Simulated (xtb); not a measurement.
**Energy and gradient calculation, with input and output: CH$_{5}$AlO**

System: CH$_{5}$AlO.
Method: GFN1-xTB (xtb 6.7.1).

The geometry comes from this level: GFN2-xTB.

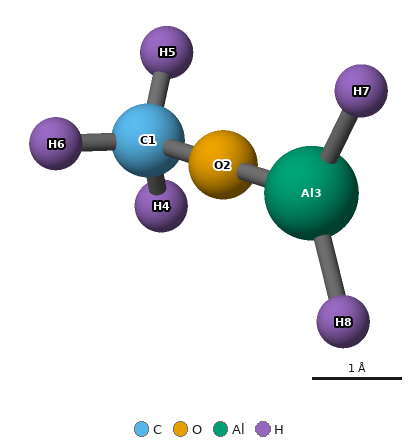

*The input geometry (ball-and-stick view, seen at a tilt; atoms are numbered from 1 in the order of the input). Sticks mark near contacts.*

Bond lengths as drawn: Al–H 1.53 Å, Al–O 1.64 Å, C–H 1.09 Å and C–O 1.40 Å.

Results in brief:

```tsv
quantity	value
outcome	converged
electrons treated	18
total energy	−10.840371 hartree
dispersion energy	−0.001538 hartree
basis functions	28
largest force	1.450 eV/Å
HOMO	−11.57 eV
LUMO	−5.49 eV
dipole moment	0.91 D
hardware	1 thread of Intel Xeon (Granite Rapids), 64 GiB of memory available, shared host
peak memory	0.077 GiB
```

The input (geom.xyz):
```
8
start
C     -0.529740     1.185050    -0.427750
O      0.012590    -0.030760     0.011880
Al     0.650280    -1.454480     0.524800
H     -1.204770     1.008090    -1.267310
H      0.270570     1.855540    -0.748210
H     -1.086720     1.658460     0.384440
H      2.075810    -1.487150     1.086320
H     -0.188010    -2.734740     0.435830
```

Command:
```bash
xtb geom.xyz --gfn1 --grad --acc 1 -P 1 > out.txt 2> xtb.err
```

What the program printed:
```
* xtb version 6.7.1
   ID    Z sym.   atoms
    1    6 C      1
    2    8 O      2
    3   13 Al     3
    4    1 H      4-8

           -------------------------------------------------
          |                Calculation Setup                |
           -------------------------------------------------

          program call               : xtb geom.xyz --gfn1 --grad --acc 1 -P 1
          coordinate file            : geom.xyz
          omp threads                :                     1

########################################################################
[WARNING] Please study the warnings concerning your input carefully
-1- prog_main_parseArguments: The use of '--gfn1' is discouraged, please use '--gfn 1' next time
########################################################################

           -------------------------------------------------
          |                 G F N 1 - x T B                 |
           -------------------------------------------------

      * Hamiltonian:
        H0-scaling (s, p, d)           1.850000    2.250000    2.000000
        zeta-weighting                 0.000000
      * Dispersion:
        s8                             2.400000
        a1                             0.630000
        a2                             5.000000
        s9                             0.000000
      * Repulsion:
        kExp                           1.500000
        rExp                           1.000000
      * Coulomb:
        alpha                          2.000000
        third order                    atomic
        anisotropic                    false
      * Halogen bond correction:
        rad-scale                      1.300000
        damping                        0.440000

          ...................................................
          :                      SETUP                      :
          :.................................................:
          :  # basis functions                  28          :
          :  # atomic orbitals                  27          :
          :  # shells                           17          :
          :  # electrons                        18          :
          :  # halogen bonds                     0          :
          :  max. iterations                   250          :
          :  Hamiltonian                  GFN1-xTB          :
          :  restarted?                      false          :
          :  GBSA solvation                  false          :
          :  PC potential                    false          :
          :  electronic temp.          300.0000000     K    :
          :  accuracy                    1.0000000          :
          :  -> integral cutoff          0.2500000E+02      :
          :  -> integral neglect         0.1000000E-07      :
          :  -> SCF convergence          0.1000000E-05 Eh   :
          :  -> wf. convergence          0.2000000E-04 e    :
          :  Broyden damping             0.4000000          :
          :  net charge                          0          :
          :  unpaired electrons                  0          :
          ...................................................

 iter      E             dE          RMSdq      gap      omega  full diag
   1    -10.8931323 -0.108931E+02  0.646E+00    6.00       0.0  T
   2    -10.9211997 -0.280674E-01  0.370E+00    6.09       1.0  T
   3    -10.9218484 -0.648683E-03  0.927E-01    6.05       1.0  T
   4    -10.9225820 -0.733530E-03  0.153E-01    6.09       1.0  T
   5    -10.9226842 -0.102235E-03  0.860E-03    6.08       4.1  T
   6    -10.9226842 -0.545648E-07  0.708E-03    6.08       5.0  T
   7    -10.9226845 -0.201809E-06  0.457E-04    6.08      77.4  T
   8    -10.9226845 -0.162959E-08  0.786E-05    6.08     450.0  T
   9    -10.9226845 -0.187388E-10  0.124E-05    6.08    2848.7  T

   *** convergence criteria satisfied after 9 iterations ***

         #    Occupation            Energy/Eh            Energy/eV
      -------------------------------------------------------------
         1        2.0000           -0.7565275             -20.5862
       ...           ...                  ...                  ...
         3        2.0000           -0.5685726             -15.4716
         4        2.0000           -0.5634824             -15.3331
         5        2.0000           -0.5627924             -15.3144
         6        2.0000           -0.5021115             -13.6632
         7        2.0000           -0.4676015             -12.7241
         8        2.0000           -0.4537167             -12.3463
         9        2.0000           -0.4252262             -11.5710 (HOMO)
        10                         -0.2018791              -5.4934 (LUMO)
        11                         -0.1297630              -3.5310
        12                         -0.1082515              -2.9457
        13                         -0.0842601              -2.2928
        14                         -0.0753343              -2.0500
       ...                                ...                  ...
        27                          1.1220974              30.5338
      -------------------------------------------------------------
                  HL-Gap            0.2233471 Eh            6.0776 eV
             Fermi-level           -0.3135526 Eh           -8.5322 eV

 SCC (total)                   0 d,  0 h,  0 min,  0.004 sec
 SCC setup                      ...        0 min,  0.000 sec (  1.672%)
 Dispersion                     ...        0 min,  0.000 sec (  0.860%)
 classical contributions        ...        0 min,  0.000 sec (  0.358%)
 integral evaluation            ...        0 min,  0.001 sec ( 25.183%)
 iterations                     ...        0 min,  0.001 sec ( 27.409%)
 molecular gradient             ...        0 min,  0.002 sec ( 42.933%)
 printout                       ...        0 min,  0.000 sec (  1.469%)

         :::::::::::::::::::::::::::::::::::::::::::::::::::::
         ::                     SUMMARY                     ::
         :::::::::::::::::::::::::::::::::::::::::::::::::::::
         :: total energy             -10.840371494684 Eh    ::
         :: gradient norm              0.031686727238 Eh/a0 ::
         :: HOMO-LUMO gap              6.077582840518 eV    ::
         ::.................................................::
         :: SCC energy               -10.922684453003 Eh    ::
         :: -> electrostatic           0.047462127496 Eh    ::
         :: repulsion energy           0.083850619055 Eh    ::
         :: dispersion energy         -0.001537660737 Eh    ::
         :: halogen bond corr.         0.000000000000 Eh    ::
         :: add. restraining           0.000000000000 Eh    ::
         :: total charge              -0.000000000000 e     ::
         :::::::::::::::::::::::::::::::::::::::::::::::::::::

           -------------------------------------------------
          |                Property Printout                |
           -------------------------------------------------

    * Orbital Energies and Occupations

         #    Occupation            Energy/Eh            Energy/eV
      -------------------------------------------------------------
         1        2.0000           -0.7565275             -20.5862
         2        2.0000           -0.6427342             -17.4897
         3        2.0000           -0.5685726             -15.4716
         4        2.0000           -0.5634824             -15.3331
         5        2.0000           -0.5627924             -15.3144
         6        2.0000           -0.5021115             -13.6632
         7        2.0000           -0.4676015             -12.7241
         8        2.0000           -0.4537167             -12.3463
         9        2.0000           -0.4252262             -11.5710 (HOMO)
        10                         -0.2018791              -5.4934 (LUMO)
        11                         -0.1297630              -3.5310
        12                         -0.1082515              -2.9457
        13                         -0.0842601              -2.2928
        14                         -0.0753343              -2.0500
        15                         -0.0662646              -1.8032
        16                         -0.0480147              -1.3065
        17                         -0.0395155              -1.0753
        18                         -0.0371379              -1.0106
        19                          0.0378246               1.0293
        20                          0.0387250               1.0538
       ...                                ...                  ...
        27                          1.1220974              30.5338
      -------------------------------------------------------------
                  HL-Gap            0.2233471 Eh            6.0776 eV
             Fermi-level           -0.3135526 Eh           -8.5322 eV

  Mulliken/CM5 charges         n(s)   n(p)   n(d)
     1C     0.19038  0.07253   0.960  2.849  0.000
     2O    -0.51102 -0.58532   1.607  4.904  0.000
     3Al    0.49067  0.33332   1.145  1.122  0.242
     4H     0.01619  0.07561   0.984  0.000  0.000
     5H     0.01591  0.07525   0.984  0.000  0.000
     6H     0.01726  0.07654   0.983  0.000  0.000
     7H    -0.10969 -0.02392   1.110  0.000  0.000
     8H    -0.10969 -0.02401   1.110  0.000  0.000

Wiberg/Mayer (AO) data.
largest (>0.10) Wiberg bond orders for each atom

 ---------------------------------------------------------------------------
     #   Z sym  total        # sym  WBO       # sym  WBO       # sym  WBO
 ---------------------------------------------------------------------------
     1   6 C    3.928 --     5 H    0.983     4 H    0.983     6 H    0.981
                             2 O    0.936
     2   8 O    2.194 --     3 Al   1.188     1 C    0.936
     3  13 Al   3.011 --     2 O    1.188     8 H    0.889     7 H    0.889
     4   1 H    1.010 --     1 C    0.983
     5   1 H    1.011 --     1 C    0.983
     6   1 H    1.010 --     1 C    0.981
     7   1 H    0.992 --     3 Al   0.889
     8   1 H    0.992 --     3 Al   0.889
 ---------------------------------------------------------------------------

Topologies differ in total number of bonds
Writing topology from bond orders to xtbtopo.mol

 dipole moment from electron density (au)
     X       Y       Z
  -0.1407   0.3124  -0.1077  total (Debye):    0.913

           -------------------------------------------------
          | TOTAL ENERGY              -10.840371494684 Eh   |
          | GRADIENT NORM               0.031686727238 Eh/α |
          | HOMO-LUMO GAP               6.077582840518 eV   |
           -------------------------------------------------

------------------------------------------------------------------------
------------------------------------------------------------------------
 total:
 *  cpu-time:     0 d,  0 h,  0 min,  0.008 sec
 * ratio c/w:     0.948 speedup
 SCF:
 *  cpu-time:     0 d,  0 h,  0 min,  0.004 sec
 * ratio c/w:     0.999 speedup
```

Standard error:
```
normal termination of xtb
```

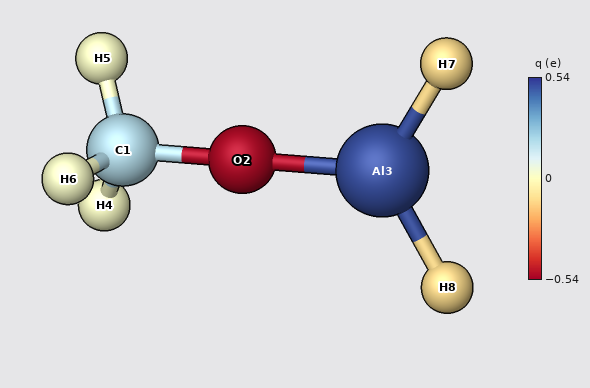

*Mulliken charges, as the colour of each atom (ball-and-stick view, seen at a tilt; atoms are numbered from 1 in the order of the input).*

By element: C +0.19, O −0.51, Al +0.49 and H −0.11 to +0.02 e.
